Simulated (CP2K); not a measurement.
# C2H2ClFO (SMILES O/C(F)=C\Cl) at MNDOD

Aim: the vertical ionisation energy of C2H2ClFO at MNDOD, from 2 runs. 

Program for the calculation: CP2K 2026.2.

2 further runs of the same task are left out: 1 that didn't finish, 1 set aside as unsound or not needed.

### 1 The system as given

The species is C2H2ClFO (7 atoms), meant as a singlet with charge 0. As SMILES, `O/C(F)=C\Cl`. Geometry: relaxed at GFN2-xTB. This is one conformer, not always the lowest.

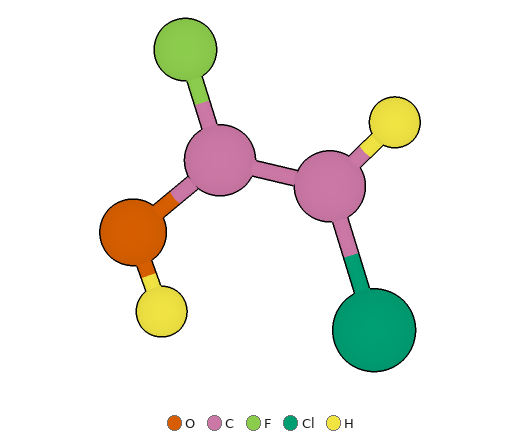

The structure, seen from a chosen angle (oxygen orange, carbon pink, fluorine green, chlorine teal, hydrogen yellow).

### 2 Energy and gradient at MNDOD

mol.inp

```
&GLOBAL
 PROJECT_NAME mol
 RUN_TYPE ENERGY_FORCE
 PRINT_LEVEL MEDIUM
&END GLOBAL
&FORCE_EVAL
 METHOD QS
 &DFT
  CHARGE 0
  MULTIPLICITY 1
  &QS
   METHOD MNDOD
   EPS_DEFAULT 1.0E-10
   &SE
    &COULOMB
     CUTOFF [angstrom] 50
     RC_RANGE [angstrom] 0
    &END COULOMB
    &EXCHANGE
     CUTOFF [angstrom] 50
     RC_RANGE [angstrom] 0
    &END EXCHANGE
   &END SE
  &END QS
  &POISSON
   PERIODIC NONE
   POISSON_SOLVER ANALYTIC
  &END POISSON
  &SCF
   SCF_GUESS ATOMIC
   EPS_SCF 1.0E-07
   MAX_SCF 30
   &OT ON
    MINIMIZER DIIS
    PRECONDITIONER FULL_ALL
   &END OT
   &OUTER_SCF
    EPS_SCF 1.0E-07
    MAX_SCF 5
   &END OUTER_SCF
  &END SCF
  &PRINT
   &MOMENTS
    PERIODIC F
    REFERENCE COM
    MAX_MOMENT 1
   &END MOMENTS
   &MO_CUBES
    NLUMO 5
    NHOMO -1
    WRITE_CUBE F
   &END MO_CUBES
   &HIRSHFELD OFF
   &END HIRSHFELD
  &END PRINT
 &END DFT
 &SUBSYS
  &CELL
   ABC [angstrom] 18.3 19.1 18.8
   PERIODIC NONE
  &END CELL
  &COORD
   O     -0.690570    -0.258860     1.330070
   C      0.194650    -0.467840     0.356710
   F      0.989960    -1.503020     0.628900
   C      0.348370     0.208530    -0.776780
   Cl    -0.688520     1.551190    -1.123280
   H     -1.247020     0.498750     1.096470
   H      1.093120    -0.028750    -1.512090
  &END COORD
  &TOPOLOGY
   &CENTER_COORDINATES
   &END CENTER_COORDINATES
  &END TOPOLOGY
 &END SUBSYS
 &PRINT
  &FORCES ON
  &END FORCES
 &END PRINT
&END FORCE_EVAL
```

On the command line:

```sh
$ OMP_NUM_THREADS=1 cp2k.psmp mol.inp > mol.out
```

Output, shortened:

```text
CP2K| version string:                                       CP2K version 2026.2
[...]
 GLOBAL| Method name                                                        CP2K
[...]
 GLOBAL| Run type                                                   ENERGY_FORCE
[...]
                             - Atoms:                                          7
[...]
                             - Spherical basis functions:                     27
[...]
 Number of electrons:                                                         30
[...]
     1 OT DIIS     0.15E+00    0.0     0.33232396       -44.6089967155 -4.46E+01
[...]
     8 OT DIIS     0.15E+00    0.0     0.00000007       -49.6228743467 -2.58E-12
  *** SCF run converged in     8 steps ***
  Core-core repulsion energy [eV]:                           2210.32604847698940
  Core Hamiltonian energy [eV]:                             -2234.55369963632893
  Two-electron integral energy [eV]:                        -2652.15886150743563
  Electronic energy [eV]:                                   -3560.63313039004697
  Total energy [eV]:                                        -1350.30708191305735
  Atomic reference energy [eV]:                              1346.66325096906621
  Heat of formation [kcal/mol]:                               -84.02874443284125
[...]
 SE_DIPOLE| Moment [Debye]          0.57555078      -0.92859813       0.43561200
 SE_DIPOLE| Derivative [a.u.]       0.00000000       0.00000000       0.00000000
 *** WARNING in qs_scf_post_se.F:140 :: Printing of MO cube files not ***
 *** implemented for Semi-Empirical method.                           ***
 ENERGY| Total FORCE_EVAL ( QS ) energy [hartree]            -49.622874346676312
 FORCES| Atomic forces [hartree/bohr]
 FORCES|   Atom     x               y               z               |f|
 FORCES|      1 -2.95997935E-02  1.48876400E-02  2.19040404E-02   3.97187183E-02
 FORCES|      2  3.14825920E-02 -4.54838153E-02  1.68639125E-02   5.78301184E-02
 FORCES|      3 -1.16245064E-02  5.75837560E-03  8.71537535E-03   1.56283655E-02
 FORCES|      4 -2.76207471E-03  3.23239563E-02 -3.98398230E-02   5.13778036E-02
 FORCES|      5  2.41808766E-03  5.35211926E-03 -1.06684670E-02   1.21781984E-02
 FORCES|      6  2.14246397E-03 -1.46625094E-02  1.67682123E-02   2.23774949E-02
 FORCES|      7  7.94323104E-03  1.82423351E-03 -1.37432505E-02   1.59781001E-02
 FORCES| Sum     7.49400542E-16  8.39606162E-16  8.60422844E-16
 FORCES| Total atomic force                                       1.41663939E-15
[...]
```

Run time: 1.7 s. Hardware: 1 thread of Intel Xeon Platinum 8488C (Sapphire Rapids), shared host; peak memory 0.19 GiB.

### 3 The doublet cation

calc.inp

```
&FORCE_EVAL
   METHOD QUICKSTEP
   &DFT
      CHARGE 1
      MULTIPLICITY 2
      UNRESTRICTED_KOHN_SHAM T
      &QS
         METHOD MNDOD
         EPS_DEFAULT 1.0E-10
         &SE
            &COULOMB
               CUTOFF [angstrom] 50
               RC_RANGE [angstrom] 0
            &END COULOMB
            &EXCHANGE
               CUTOFF [angstrom] 50
               RC_RANGE [angstrom] 0
            &END EXCHANGE
         &END SE
      &END QS
      &POISSON
         PERIODIC NONE
         POISSON_SOLVER ANALYTIC
      &END POISSON
      &SCF
         SCF_GUESS ATOMIC
         EPS_SCF 1.0E-07
         MAX_SCF 150
         &DIAGONALIZATION
            ALGORITHM STANDARD
         &END DIAGONALIZATION
         &MIXING
            METHOD DIRECT_P_MIXING
            ALPHA 0.4
         &END MIXING
      &END SCF
      # extra output
      &PRINT
         &MOMENTS
            PERIODIC F
            REFERENCE COM
            MAX_MOMENT 1
         &END MOMENTS
         &MO ON
            ENERGIES T
            OCCUPATION_NUMBERS T
            NDIGITS 6
            &EACH
               QS_SCF 0
            &END EACH
            ADD_LAST NUMERIC
         &END MO
         &HIRSHFELD OFF
         &END HIRSHFELD
      &END PRINT
   &END DFT
   &SUBSYS
      # box in angstrom
      &CELL
         ABC [angstrom] 18.3 19.1 18.8
         PERIODIC NONE
      &END CELL
      &COORD
         O     -0.690570    -0.258860     1.330070
         C      0.194650    -0.467840     0.356710
         F      0.989960    -1.503020     0.628900
         C      0.348370     0.208530    -0.776780
         Cl    -0.688520     1.551190    -1.123280
         H     -1.247020     0.498750     1.096470
         H      1.093120    -0.028750    -1.512090
      &END COORD
      &TOPOLOGY
         &CENTER_COORDINATES
         &END CENTER_COORDINATES
      &END TOPOLOGY
   &END SUBSYS
   # extra output
   &PRINT
      &FORCES ON
      &END FORCES
   &END PRINT
&END FORCE_EVAL

&GLOBAL
   PROJECT_NAME calc
   RUN_TYPE ENERGY_FORCE
   PRINT_LEVEL MEDIUM
&END GLOBAL
```

On the command line:

```sh
$ OMP_NUM_THREADS=1 cp2k.psmp calc.inp > calc.out
```

Output, shortened:

```text
CP2K| version string:                                       CP2K version 2026.2
[...]
 GLOBAL| Method name                                                        CP2K
[...]
 GLOBAL| Run type                                                   ENERGY_FORCE
[...]
                             - Atoms:                                          7
[...]
                             - Spherical basis functions:                     27
[...]
 Number of electrons:                                                         15
[...]
     1 P_Mix/Diag. 0.40E+00    0.0     0.31718157       -43.1954008229 -4.32E+01
[...]
    26 DIIS/Diag.  0.39E-07    0.0     0.00000009       -49.2733665873 -1.14E-13
  *** SCF run converged in    26 steps ***
  Core-core repulsion energy [eV]:                           2210.32604847698940
  Core Hamiltonian energy [eV]:                             -2181.05024681758914
  Two-electron integral energy [eV]:                        -2740.14458754256611
  Electronic energy [eV]:                                   -3551.12254058887174
  Total energy [eV]:                                        -1340.79649211188257
  Atomic reference energy [eV]:                              1346.66325096906621
  Heat of formation [kcal/mol]:                               135.29068396335998
[...]
 SE_DIPOLE| Moment [Debye]          0.84937710      -1.58435528       0.93439857
 SE_DIPOLE| Derivative [a.u.]       0.00000000       0.00000000       0.00000000
 ENERGY| Total FORCE_EVAL ( QS ) energy [hartree]            -49.273366587301794
 FORCES| Atomic forces [hartree/bohr]
 FORCES|   Atom     x               y               z               |f|
 FORCES|      1  6.68104294E-03  5.75887561E-03 -1.71933903E-02   1.93239140E-02
 FORCES|      2  1.17559578E-02 -1.07044408E-01  1.28170684E-01   1.67404994E-01
 FORCES|      3 -2.76913778E-02  2.73308830E-02  2.29666028E-03   3.89751744E-02
 FORCES|      4 -2.31906394E-02  1.06591602E-01 -1.11371393E-01   1.55894716E-01
 FORCES|      5  2.46414214E-02 -2.15345971E-02 -5.81070898E-03   3.32370705E-02
 FORCES|      6 -6.80635652E-03 -9.35701631E-03  2.22742203E-02   2.51002218E-02
 FORCES|      7  1.46099516E-02 -1.74533925E-03 -1.83660723E-02   2.35331576E-02
 FORCES| Sum    -6.38378239E-16  6.93889390E-17 -5.27355937E-16
 FORCES| Total atomic force                                       8.30930734E-16
[...]
```

It took 1.1 s on 1 thread of Intel Xeon Platinum 8488C (Sapphire Rapids), shared host; peak memory 0.19 GiB.

### 4 What came out

Level: MNDOD.

```
                                                   quantity           value
                             singlet C2H2ClFO: total energy    -49.62287 Eh
                            singlet C2H2ClFO: dipole moment          1.18 D
singlet C2H2ClFO: heat of formation at this unrelaxed shape  -84.0 kcal/mol
                 singlet C2H2ClFO: largest force on an atom      2.974 eV/Å
                               doublet cation: total energy    -49.27337 Eh
         doublet cation: HOMO energy (highest over α and β)       -16.60 eV
  doublet cation: heat of formation at this unrelaxed shape  135.3 kcal/mol
                   doublet cation: largest force on an atom      8.608 eV/Å
         vertical ionisation energy (to the doublet cation)        9.511 eV
```

In words: Removing an electron at fixed nuclei costs 9.51 eV (219 kcal/mol). The largest force (singlet C2H2ClFO) is 2.97 eV/Å: the shape isn't a stationary point for this species at this level.
